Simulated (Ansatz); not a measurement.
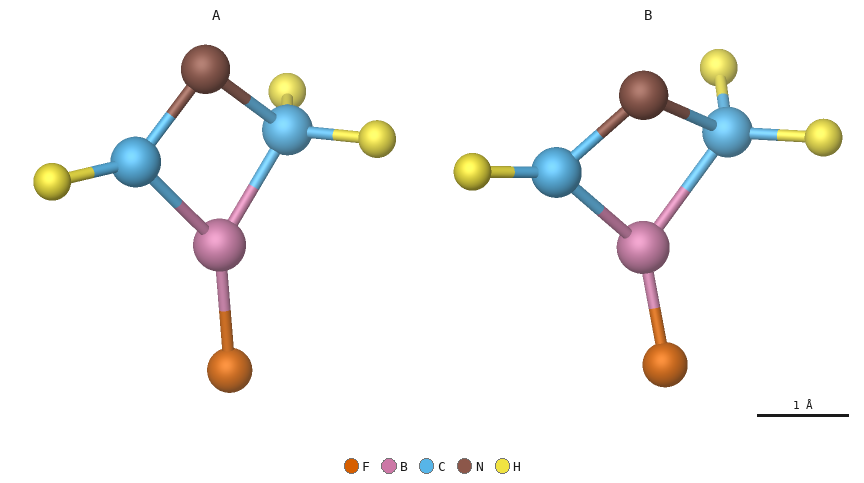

Two geometries of C2H3BFN (coarse preliminary run), drawn at one scale. One is the start of a relaxation, the other its converged end. A ball-and-stick model, seen at a tilt.

All numbers below come from RKS PBE-D4/def2-SVP in Ansatz. Set-up: force threshold 0.03 eV/Å; at most 200 steps.

Q: Which of the two is the end point?

A: Structure B is the relaxed one. The start comes from a force field. The energy falls by 107.7 kJ/mol in 10 accepted moves (13 points after the start). Largest force component: 5 eV/Å at the start, 0.019 eV/Å at the end. The line search rejected the trial steps at points 3, 6, 12 of the run. The largest move after the best rigid fit is that of the N atom, 0.33 Å. By element the largest moves are N 0.33 Å, F 0.31 Å, H 0.29 Å, C 0.19 Å, B 0.12 Å. Among the contacts that change: B–F 1.477 → 1.330 Å, B–C 1.486 → 1.588 Å, C–N 1.458 → 1.521 Å, C–H 1.071 → 1.107 Å. Bond angles that change, for instance: B–C–H 131.8° → 146.6°, B–C–N 93.4° → 80.7°, B–C–H 111.3° → 121.1°.
